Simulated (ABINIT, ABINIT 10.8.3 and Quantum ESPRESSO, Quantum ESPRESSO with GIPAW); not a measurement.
**LiCl in space group Fm-3m: GIPAW and the converse approach side by side**

Aim: the absolute shielding of each site of LiCl in space group Fm-3m by linear response (GIPAW) and by the converse method, at several levels, with their costs.

Program: ABINIT 10.8.3 and Quantum ESPRESSO with GIPAW. Level of theory: DFT, plane-wave PAW; levels as the steps name them. Results are calculated unless marked as measured.

The database entry behind the starting cell differs from later determinations by our own check (0.1 to 0.3 % short, probably kX units), so it need not match the best structure at ambient conditions.

**1. The starting structure**

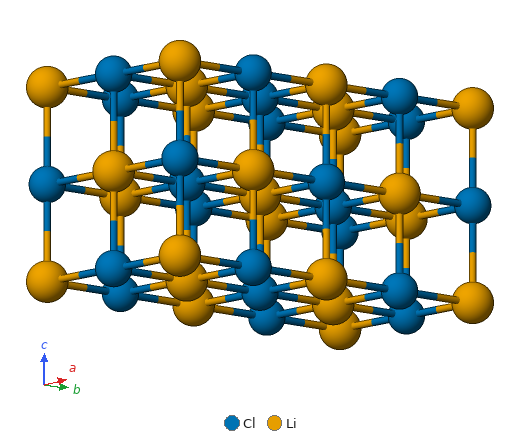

Start, viewed from a free direction; chlorine blue, lithium orange. 1×2×1 cells are drawn. This picture shows the conventional cell, with its axes. Some periodic images of atoms are drawn too.

As a file:

```cif
data_structure
_symmetry_space_group_name_H-M 'Fm-3m'
_symmetry_Int_Tables_number 225
_cell_length_a 5.1295
_cell_length_b 5.1295
_cell_length_c 5.1295
_cell_angle_alpha 90.000
_cell_angle_beta 90.000
_cell_angle_gamma 90.000
_cell_volume 134.97
loop_
_atom_site_label
_atom_site_type_symbol
_atom_site_symmetry_multiplicity
_atom_site_Wyckoff_symbol
_atom_site_fract_x
_atom_site_fract_y
_atom_site_fract_z
_atom_site_occupancy
Cl1 Cl 4 b 0.50000 0.00000 0.00000 1
Li1 Li 4 a 0.00000 0.00000 0.00000 1
```

**2. GIPAW: ground state**

GIPAW goes first: it uses the crystal's symmetry and gives all sites in one run, so it is the cheaper road.

A patched development version of Quantum ESPRESSO; PAW files made with ld1.x from the pslibrary 1.0.0 recipes.

File scf.in:

```
&control
  calculation = 'scf'
  prefix = 'x'
  outdir = './tmp/'
  pseudo_dir = './'
/
&system
  ibrav = 0
  nat = 2
  ntyp = 2
  ecutwfc = 55
  ecutrho = 330
  nbnd = 7
/
&electrons
  conv_thr = 1.0d-10
  mixing_beta = 0.7
  electron_maxstep = 100
/
ATOMIC_SPECIES
  Cl 35.450 Cl.pbe-n-kjpaw_psl.1.0.0-gipaw.UPF
  Li 6.940 Li.pbe-sl-kjpaw_psl.1.0.0-gipaw.UPF
CELL_PARAMETERS angstrom
  0.00000000 2.56477000 2.56477000
  2.56477000 0.00000000 2.56477000
  2.56477000 2.56477000 0.00000000
ATOMIC_POSITIONS crystal
  Cl 0.50000000 0.50000000 0.50000000
  Li 0.00000000 0.00000000 0.00000000
K_POINTS automatic
  9 9 9 0 0 0
```

Command:

```bash
$ mpirun -np 4 pw.x -nk 4 -in scf.in > scf.out
```

Numbers of over 12 decimals in the logs are rounded to 6 here.

The program printed:

```text
using ibrav=0 with symmetry is DISCOURAGED, use correct ibrav instead

     bravais-lattice index     =            0
     lattice parameter (alat)  =       6.8543  a.u.
     unit-cell volume          =     227.7046 (a.u.)^3
     number of atoms/cell      =            2
     number of atomic types    =            2
     number of electrons       =        10.00
     number of Kohn-Sham states=            7
     kinetic-energy cutoff     =      55.0000  Ry
     charge density cutoff     =     330.0000  Ry
     scf convergence threshold =      1.0E-10
     mixing beta               =       0.7000
     number of iterations used =            8  plain     mixing
     Exchange-correlation= SLA-PW-PBX-PBC
                           (   1   4   3   4   0   0   0)
[...]
Cl                7.00    35.45000     Cl( 1.00)
     Li                3.00     6.94000     Li( 1.00)

     48 Sym. Ops., with inversion, found
[...]
number of k points=    35
[...]
Dense  grid:    23049 G-vectors     FFT dimensions: (  40,  40,  40)

     Smooth grid:    12507 G-vectors     FFT dimensions: (  36,  36,  36)

     Check: negative core charge=   -0.000002

     Initial potential from superposition of free atoms

     starting charge       9.9954, renormalised to      10.0000
     Starting wfcs are    9 randomized atomic wfcs

     Self-consistent Calculation

     iteration #  1     ecut=    55.00 Ry     beta= 0.70
     Davidson diagonalization with overlap
     ethr =  1.00E-02,  avg # of iterations =  4.5

     Threshold (ethr) on eigenvalues was too large:
     Diagonalizing with lowered threshold

     Davidson diagonalization with overlap
     ethr =  2.48E-04,  avg # of iterations =  3.1

     total energy              =     -94.63508667 Ry
     estimated scf accuracy    <       0.02248796 Ry

     iteration #  2     ecut=    55.00 Ry     beta= 0.70
     Davidson diagonalization with overlap
     ethr =  2.25E-04,  avg # of iterations =  2.1

     total energy              =     -94.64139718 Ry
     estimated scf accuracy    <       0.00348326 Ry

     iteration #  3     ecut=    55.00 Ry     beta= 0.70
[...]
total energy              =     -94.64227836 Ry
     estimated scf accuracy    <       0.00010795 Ry

[...]
c_bands:  1 eigenvalues not converged
[...]
total energy              =     -94.64234264 Ry
[...]
iteration #  8     ecut=    55.00 Ry     beta= 0.70
     Davidson diagonalization with overlap
     ethr =  3.52E-11,  avg # of iterations =  2.0

     total energy              =     -94.64234264 Ry
     estimated scf accuracy    <          2.7E-10 Ry

     iteration #  9     ecut=    55.00 Ry     beta= 0.70
     Davidson diagonalization with overlap
     ethr =  2.66E-12,  avg # of iterations =  2.6

     The highest empty levels of an scf can be off by 1 eV or more

     End of self-consistent calculation
     [one-electron energies left out]

     highest occupied, lowest unoccupied level (ev):     1.6438    7.9729

!    total energy              =     -94.64234264 Ry
     total all-electron energy =      -938.310935 Ry
     estimated scf accuracy    <          3.4E-12 Ry

     The total energy is the sum of the following terms:
     one-electron contribution =     -10.68246388 Ry
     hartree contribution      =       8.09857013 Ry
     xc contribution           =     -14.54934072 Ry
     ewald contribution        =     -32.15486348 Ry
     one-center paw contrib.   =     -45.35424469 Ry

     convergence has been achieved in   9 iterations
[...]
JOB DONE.
```

Run time: 12 s. Hardware: 4 MPI ranks of Arm Neoverse N1, shared host; peak memory 0.39 GiB.

**3. GIPAW: response**

File nmr.in:

```
&inputgipaw
  job = 'nmr'
  prefix = 'x'
  tmp_dir = './tmp/'
  restart_mode = 'from_scratch'
  verbosity = 'low'
  q_gipaw = 0.01
  spline_ps = .true.
  conv_threshold = 1.0d-14
  use_nmr_macroscopic_shape = .false.
  pawproj(1) = .true.
  pawproj(2) = .true.
/
```

Command:

```bash
$ mpirun -np 4 gipaw.x -in nmr.in > nmr.out
```

The program printed:

```text
[banner, memory and clock lines left out]
[a note of our patched build left out]

     Parallelizing q-star over 1 images

     IMPORTANT: XC functional enforced from input :
     Exchange-correlation= PBE
                           (   1   4   3   4   0   0   0)
     Any further DFT definition will be discarded
     Please, verify this is what you really want

     Check: negative core charge=   -0.000002
[...]
alpha_pv=     87.0150 eV

     spline_ps is .false., expect some extrapolation errors

     q-space interpolation up to    66.00 Rydberg

     GIPAW job: nmr
     NMR macroscopic correction: no
[...]
Computing the magnetic susceptibility     isolve=0    ethr=  0.1000E-13
     Starting from scratch
     k-point #    1 of    35      pool #  1    cpu time:       1.1
[...]
ATTENTION: ik=   6  ibnd=  7  eigenvalues differ too much!
        13.3375     12.6550
     ATTENTION: ik=   6  ibnd=  7  eigenvalues differ too much!
        13.3375     12.5679
     ATTENTION: ik=   6  ibnd=  7  eigenvalues differ too much!
        13.3375     12.7404
     ATTENTION: ik=   6  ibnd=  7  eigenvalues differ too much!
        13.3375     12.6516
     ATTENTION: ik=   6  ibnd=  7  eigenvalues differ too much!
        13.3375     12.6516
     ATTENTION: ik=   6  ibnd=  7  eigenvalues differ too much!
        13.3375     12.6516
     ATTENTION: ik=   6  ibnd=  7  eigenvalues differ too much!
        13.3375     12.6516
[...]
End of magnetic susceptibility calculation

     f-sum rule (1st term):
            -9.4704         -0.0000         -0.0000
            -0.0000         -9.4704         -0.0000
            -0.0000         -0.0000         -9.4704

     f-sum rule (2nd term):
            -0.1293          0.0000          0.0000
             0.0000         -0.1293          0.0000
             0.0000          0.0000         -0.1293

     f-sum rule (should be    -9.5998):
            -9.5997         -0.0000         -0.0000
            -0.0000         -9.5997         -0.0000
            -0.0000         -0.0000         -9.5997

[... susceptibilities left out ...]
     Contributions to the NMR chemical shifts: -------------------------------

     Macroscopic shape contribution in ppm:                    0.00
             0.0000          0.0000          0.0000
             0.0000          0.0000          0.0000
             0.0000          0.0000          0.0000

     Core contribution in ppm:

     Atom  1  Cl  pos: (  0.707107  0.707107  0.707107)  core sigma:        1050.85
     Atom  2  Li  pos: (  0.000000  0.000000  0.000000)  core sigma:           0.00

     Bare contribution in ppm:

     Atom  1  Cl  pos: (  0.707107  0.707107  0.707107)  bare sigma:          79.72
[...]
Atom  2  Li  pos: (  0.000000  0.000000  0.000000)  bare sigma:          10.63
[...]
Diamagnetic contribution in ppm:

     Atom  1  Cl  pos: (  0.707107  0.707107  0.707107)  dia sigma:          -8.14
[...]
Atom  2  Li  pos: (  0.000000  0.000000  0.000000)  dia sigma:          71.50
[...]
Paramagnetic contribution in ppm:

     Atom  1  Cl  pos: (  0.707107  0.707107  0.707107)  para sigma:        -364.27
[...]
Atom  2  Li  pos: (  0.000000  0.000000  0.000000)  para sigma:          -1.41
[...]
Paramagnetic US occ-occ contribution in ppm:

     Atom  1  Cl  pos: (  0.707107  0.707107  0.707107)  para_oo sigma:          -0.47
[...]
Atom  2  Li  pos: (  0.000000  0.000000  0.000000)  para_oo sigma:          -0.00
[...]
Paramagnetic US L_R Q_R contribution in ppm:

     Atom  1  Cl  pos: (  0.707107  0.707107  0.707107)  para_lq sigma:         154.22
[...]
Atom  2  Li  pos: (  0.000000  0.000000  0.000000)  para_lq sigma:          -0.08
[...]
Total NMR chemical shifts in ppm: ---------------------------------------
     (adopting the Simpson convention for anisotropy and asymmetry)-----------

     Atom  1  Cl  pos: (  0.707107  0.707107  0.707107)  Total sigma:         911.91
[...]
Cl      1    anisotropy:      0.00    eta:    0.0000
[...]
Atom  2  Li  pos: (  0.000000  0.000000  0.000000)  Total sigma:          80.64
[...]
Li      2    anisotropy:     -0.00    eta:    0.0000
[...]
```

It took 1.9 min on 4 MPI ranks; peak memory 0.24 GiB; 6.9 min of CPU time.

[end of part 1 of 2]

[Banner, clock, file and dataset-listing lines were taken out of the logs.]

[Logs are printed without paths, hosts, clocks, repeated set-up lines and the standing remarks that a program may print on its own settings, such as how far it seeks lower states.]

[Hosts, paths, dates, database ids (printed as entryN), source tags and the programs' standing remarks are cut or masked in the printed files.]
